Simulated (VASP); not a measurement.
Band structure of SrO (rock salt). Level of theory: optB88-vdW, VASP's PBE PAW potentials (set 64) (plane waves; VASP).

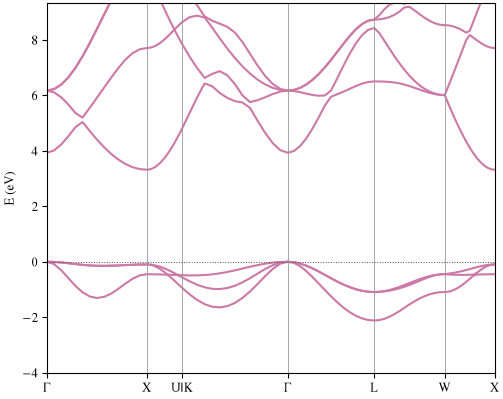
Figure: Bands along high-symmetry lines, zero at the valence-band maximum or, without a gap, the Fermi level

Problem. Read the plot: is there a gap, and where are the band edges?

Solution. The gap is indirect, 3.32 eV, from the valence maximum at Γ to the conduction minimum at X. (Edges off the drawn lines would not show.)

The compound is SrO in the rock salt structure. It was relaxed first.
